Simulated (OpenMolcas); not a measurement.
**singlet BH2O+ at 6 levels**

We compute a comparison of 6 runs (HF/STO-3G, B3LYP/6-31G*, BHLYP/cc-pVTZ, PBE/cc-pVTZ, revPBE/cc-pVTZ, MP2/cc-pVTZ) of singlet BH2O+. 

The results are computed with OpenMolcas 26.06.

1 further run of the same task is left out (set aside as unsound or not needed).

### 1 The system as given

BH2O+: 4 atoms, total charge +1, spin state singlet. As SMILES of the parent species, `[BH]O`. The coordinates come from a PBE0-D4/def2-TZVP relaxation. That shape belongs to the parent species and isn't relaxed for this state.

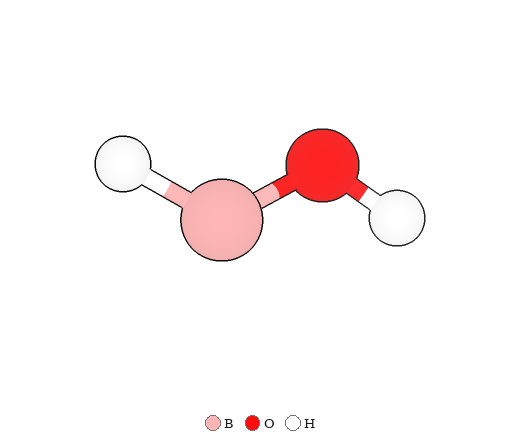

The structure, seen from a chosen angle (boron pink, oxygen red, hydrogen white).

### 2 The energy at HF/STO-3G (run 1)

Contents of struct.xyz:

```xyz
4

B     -0.006100    -0.485500     0.388300
O      0.119700     0.544500    -0.448600
H     -1.064200    -1.032400     0.540300
H      1.006100     0.913200    -0.500300
```

Contents of mol.input:

```
&GATEWAY
  BASLIB=$CurrDir
  COORD=struct.xyz
  BASIS=STO-3G
  GROUP=NoSym

&SEWARD

&SCF
  CHARGE=1
  THRESHOLDS=1e-10 1e-07 1e-07 1e-05
  PRORBITALS=0
```

The basis set STO-3G is read from a file made from the Basis Set Exchange's data (not shown).

Launch:

```
$ export MOLCAS_MEM=1860
$ pymolcas mol.input > mol.log
```

The program printed:

```text
--- Start Module: gateway ---
[...]
--- Stop Module: gateway /rc=_RC_ALL_IS_WELL_ ---
--- Start Module: seward ---
[...]
      Basis functions           12
--- Stop Module: seward /rc=_RC_ALL_IS_WELL_ ---
--- Start Module: scf ---
[...]
       Convergence after  16 Iterations
[...]
::    Total SCF energy                                -99.0967218662
[...]
      Total spin, S                                     0.0000000000
[...]
      Total electronic charge=   14.000000
      Total            charge=    1.000000
[...]
      Dipole Moment (debye):
      Origin of the operator (angstrom)=    0.0616    0.1118   -0.0986
                   X=  2.0144E+00               Y= -1.6389E+00               Z=  1.9842E+00           Total=  3.2682E+00
      Center of Charge (angstrom)
[...]
--- Stop Module: scf /rc=_RC_ALL_IS_WELL_ ---
[...]
```

It took 1.4 s on 1 thread of Arm Neoverse V2, shared host; peak memory 0.37 GiB.

### 3 The energy at B3LYP/6-31G(d) (spherical functions) (run 2)

Contents of test.inp:

```
&GATEWAY
 BasLib=$CurrDir
 Coord
 4
 angstrom
 B       -0.006100      -0.485500       0.388300
 O        0.119700       0.544500      -0.448600
 H       -1.064200      -1.032400       0.540300
 H        1.006100       0.913200      -0.500300
 Basis=6-31Gs
 Group=NoSym

&SEWARD
 GridInput
 Grid=UltraFine
 End of Grid

&SCF
 Charge=1
 KSDFT=B3LYP
 Thresholds=1e-10 1e-07 1e-07 1e-05
 PrOrbitals=1
```

The basis set 6-31G* is read from a file made from the Basis Set Exchange's data (not shown).

Launch:

```
$ export MOLCAS_MEM=1860
$ pymolcas test.inp > test.log
```

The program printed:

```text
--- Start Module: gateway ---
[...]
--- Stop Module: gateway /rc=_RC_ALL_IS_WELL_ ---
--- Start Module: seward ---
[...]
      Basis functions           32
--- Stop Module: seward /rc=_RC_ALL_IS_WELL_ ---
--- Start Module: scf ---
[...]
       Convergence after  15 Iterations
[...]
::    Total KS-DFT energy                            -100.9232460326
[...]
      Total spin, S                                     0.0000000000
[...]
      Total electronic charge=   14.000000
      Total            charge=    1.000000
[...]
      Dipole Moment (debye):
      Origin of the operator (angstrom)=    0.0616    0.1118   -0.0986
                   X=  1.7258E+00               Y= -1.5763E+00               Z=  1.8460E+00           Total=  2.9784E+00
      Center of Charge (angstrom)
[...]
--- Stop Module: scf /rc=_RC_ALL_IS_WELL_ ---
[...]
```

It took 5.7 s on 1 thread of Arm Neoverse V2, shared host; peak memory 0.37 GiB.

### 4 A single-point energy at BHLYP/cc-pVTZ (run 3)

Contents of geom.xyz:

```xyz
4

B     -0.006100    -0.485500     0.388300
O      0.119700     0.544500    -0.448600
H     -1.064200    -1.032400     0.540300
H      1.006100     0.913200    -0.500300
```

Contents of job.inp:

```
* BH2O Kohn-Sham DFT
&GATEWAY
BASLIB=$CurrDir
COORD=geom.xyz
BASIS=cc-pVTZ
GROUP=NoSym
&SEWARD
GRIDINPUT
Grid=UltraFine
End of Grid
&SCF
CHARGE=1
KSDFT=HYB_GGA_XC_BHANDHLYP
THRESHOLDS=1e-10 1e-07 1e-07 1e-05
PRORBITALS=1
```

The basis set cc-pVTZ is read from a file made from the Basis Set Exchange's data (not shown).

Launch:

```
$ export MOLCAS_MEM=1860
$ pymolcas job.inp > job.log
```

The program printed:

```text
--- Start Module: gateway ---
[...]
--- Stop Module: gateway /rc=_RC_ALL_IS_WELL_ ---
--- Start Module: seward ---
[...]
      Basis functions           88
--- Stop Module: seward /rc=_RC_ALL_IS_WELL_ ---
[...]
--- Start Module: scf ---
[...]
       Convergence after  15 Iterations
[...]
::    Total KS-DFT energy                            -100.9144031904
[...]
      Total spin, S                                     0.0000000000
[...]
      Total electronic charge=   14.000000
      Total            charge=    1.000000
[...]
      Dipole Moment (debye):
      Origin of the operator (angstrom)=    0.0616    0.1118   -0.0986
                   X=  1.6509E+00               Y= -1.8438E+00               Z=  2.0509E+00           Total=  3.2143E+00
      Center of Charge (angstrom)
[...]
--- Stop Module: scf /rc=_RC_ALL_IS_WELL_ ---
[...]
```

Wall time 20 s (1 thread of Arm Neoverse V2, shared host); peak memory 0.48 GiB.

Runs 4 to 5 aren't shown in full; the table further down has their settings and results.

### 5 A single-point energy at MP2/cc-pVTZ (run 6)

Contents of calc.input:

```
* BH2O MP2

&gateway
 baslib=$CurrDir
 basisset
 B.cc-pVTZ....
 B1 -0.006100 -0.485500 0.388300 angstrom
 End of Basis
 basisset
 O.cc-pVTZ....
 O2 0.119700 0.544500 -0.448600 angstrom
 End of Basis
 basisset
 H.cc-pVTZ....
 H3 -1.064200 -1.032400 0.540300 angstrom
 H4 1.006100 0.913200 -0.500300 angstrom
 End of Basis

&seward

&scf
 charge=1
 thresholds=1e-10 1e-07 1e-07 1e-05
 prorbitals=1 2

&mbpt2
 frozen=2
```

The basis set cc-pVTZ is read from a file made from the Basis Set Exchange's data (not shown).

Launch:

```
$ export MOLCAS_MEM=1860
$ pymolcas calc.input > calc.log
```

The program printed:

```text
--- Start Module: gateway ---
[...]
--- Stop Module: gateway /rc=_RC_ALL_IS_WELL_ ---
[...]
      Basis functions           88
[...]
--- Start Module: scf ---
[...]
       Convergence after  16 Iterations
[...]
::    Total SCF energy                               -100.4280463551
[...]
      Total spin, S                                     0.0000000000
[...]
      Total electronic charge=   14.000000
      Total            charge=    1.000000
[...]
      Dipole Moment (debye):
      Origin of the operator (angstrom)=    0.0616    0.1118   -0.0986
                   X=  1.7433E+00               Y= -2.1004E+00               Z=  2.2959E+00           Total=  3.5668E+00
      Center of Charge (angstrom)
[...]
--- Stop Module: scf /rc=_RC_ALL_IS_WELL_ ---
[...]
--- Start Module: mbpt2 ---
[...]
WARNING!
Default frozen orbitals as non valence orbitals is overwritten by user input.
Default values:   2
[...]
       Reference weight ( Cref**2 )         =        0.91857
::    Total MBPT2 energy                             -100.7487442013
[...]
      Total MBPT2 calculations                           0.19      0.20
--- Stop Module: mbpt2 /rc=_RC_ALL_IS_WELL_ ---
[...]
```

Wall time 6.9 s (1 thread of Arm Neoverse V2, shared host); peak memory 0.48 GiB.

### 6 Overview of the runs

| run | level | integration grid | frozen core orbitals | energy (Eh) | HOMO energy (eV) | LUMO energy (eV) | HOMO–LUMO gap (eV) | wall time |
| --- | --- | --- | --- | --- | --- | --- | --- | --- |
| 1 | HF/STO-3G | – | – | -99.096722 | -22.13 | -5.33 | 16.80 | 1.4 s |
| 2 | B3LYP/6-31G* (spherical functions) | UltraFine | – | -100.923246 | -18.91 | -11.43 | 7.47 | 5.7 s |
| 3 | BHLYP/cc-pVTZ | UltraFine | – | -100.914403 | -20.82 | -10.08 | 10.74 | 20 s |
| 4 | PBE/cc-pVTZ | UltraFine | – | -100.841347 | -17.68 | -12.23 | 5.45 | 23 s |
| 5 | revPBE/cc-pVTZ | UltraFine | – | -100.937009 | -17.61 | -12.14 | 5.46 | 23 s |
| 6 | MP2/cc-pVTZ | – | 2 | -100.748744 | -23.34 | -7.29 | 16.05 | 6.9 s |

### 7 What came out

```
                                          quantity          value
                               run 6: total energy  -100.74874 Eh
        run 6: HOMO energy (Hartree–Fock orbitals)      -23.34 eV
        run 6: LUMO energy (Hartree–Fock orbitals)       -7.29 eV
      run 6: HOMO–LUMO gap (Hartree–Fock orbitals)       16.05 eV
run 6: correlation energy (2 core orbitals frozen)     -320.7 mEh
```

**Reading.** Over runs 1, 2, 3, 4, 5 the HOMO–LUMO gap runs from 5.45 eV (PBE/cc-pVTZ) to 16.80 eV (HF/STO-3G). The two ends differ in method and basis. Totals of different functionals can't be ranked against each other. In run 1 the basis is minimal, so the values are rough. All runs together took 80 s, the longest 23 s.
